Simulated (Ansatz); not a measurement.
KTaO3, pressure series

Start from KTaO3 in the cubic perovskite structure (space group Pm-3m, No. 221).

```yaml
crystal:
  lattice:
    - [4.02318, 0.00000, 0.00000]
    - [0.00000, 4.02318, 0.00000]
    - [0.00000, 0.00000, 4.02318]
  atoms:
    - { symbol: K, position: [0.00000, 0.00000, 0.00000] }
    - { symbol: Ta, position: [0.50000, 0.50000, 0.50000] }
    - { symbol: O, position: [0.00000, 0.50000, 0.50000] }
    - { symbol: O, position: [0.50000, 0.50000, 0.00000] }
    - { symbol: O, position: [0.50000, 0.00000, 0.50000] }
```

Cell and atoms are relaxed at each pressure.

All numbers come from PBE in Ansatz (plane waves to 420 eV, PAW, without spin-orbit coupling), earlier PAW set.

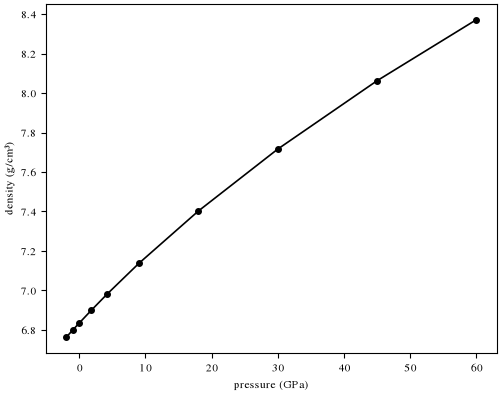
Figure. Density against pressure

**Question.** From the plot, what is the density for pressure 45 GPa?

**Answer.** About 8.1 g/cm³.

**Question.** Is the trend monotonic over the range shown?

**Answer.** Yes, it rises throughout, spanning 6.76 g/cm³ to 8.37 g/cm³.

Load acts through the strain it causes; cell and atoms are relaxed under it. No phonon test of stability was made. Competing high-pressure phases were not computed.

Ansatz is a quantum-chemistry and plane-wave program.
